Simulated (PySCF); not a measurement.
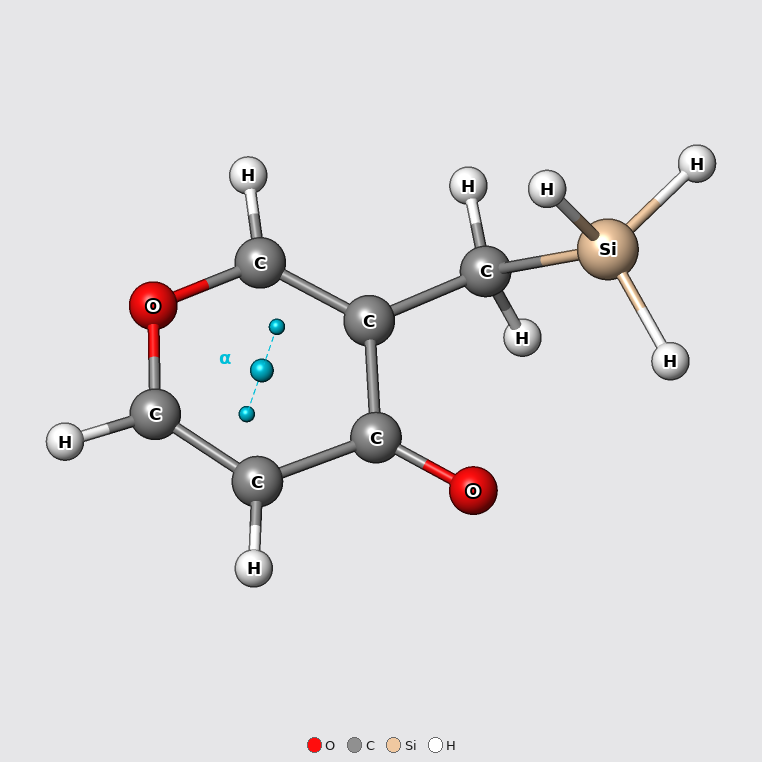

The small points mark where nucleus-independent chemical shifts (NICS) were computed: at the centre of each lettered ring and 1 Å above and below it. Geometry: an image of a reaction path computed with GFN2-xTB, not a minimum. Method: GIAO PBE0/pcSseg-1 NMR shielding, non-relativistic, gas phase (PySCF 2.14.0).

Give NICS(0), NICS(1) and the out-of-plane component NICS(1)zz for each ring (means of the two sides).

| ring | members | NICS(0) | NICS(1) | NICS(1)zz |
| --- | --- | --- | --- | --- |
| α | C5O | −1.0 | −4.7 | −8.8 |

Values in ppm.
